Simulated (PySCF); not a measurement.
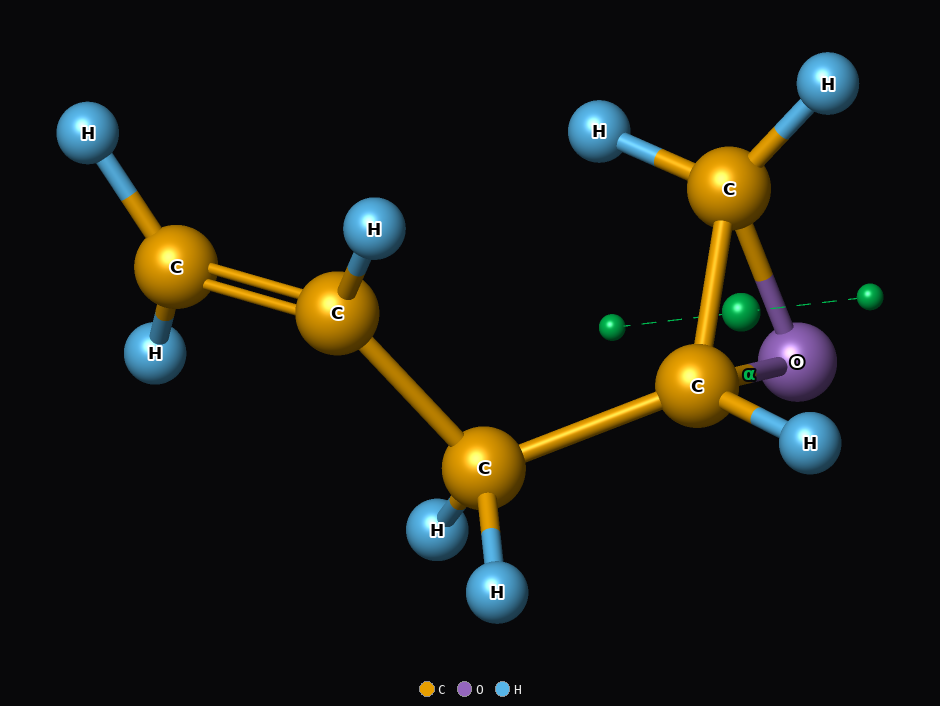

The small points mark where nucleus-independent chemical shifts (NICS) were computed: at the centre of each lettered ring and 1 Å above and below it. Geometry: a frame of a GFN2-xTB molecular-dynamics simulation, not a minimum. Level of theory: GIAO PBE0/pcSseg-1 NMR shielding, non-relativistic, gas phase (PySCF 2.14.0).

Give NICS(0), NICS(1) and the out-of-plane component NICS(1)zz for each ring (means of the two sides).

| ring | members | NICS(0) | NICS(1) | NICS(1)zz |
| --- | --- | --- | --- | --- |
| α | C2O | −46.3 | −6.1 | −22.3 |

Values in ppm.
